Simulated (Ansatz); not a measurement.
**A computed series for hypothetical I4_132 Si: pressure series**

Base system: Si (space group I4_132, No. 214; a = 6.438 Å; a hypothetical phase, not in the database extracts checked).

Cell and atoms are relaxed at each pressure.

Method: DFT with PBE, PAW potentials and a 420 eV plane-wave cutoff in Ansatz (a program for electronic structure), without spin-orbit coupling.

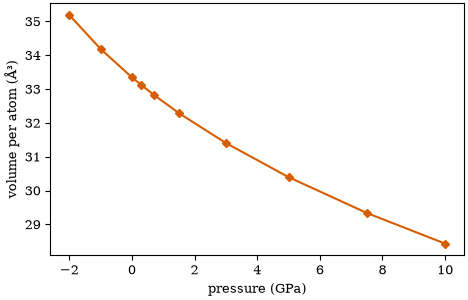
*Volume per atom against pressure*

### Question
From the plot, what is the volume per atom for pressure 7.5 GPa?

### Answer
About 29.3 Å³.

### Question
Is the trend monotonic over the range shown?

### Answer
Yes, it falls throughout, spanning 28.43 Å³ to 35.19 Å³.

Load acts through the strain it causes; cell and atoms are relaxed under it. Stability against distortions was not tested. Competing high-pressure phases were not computed.
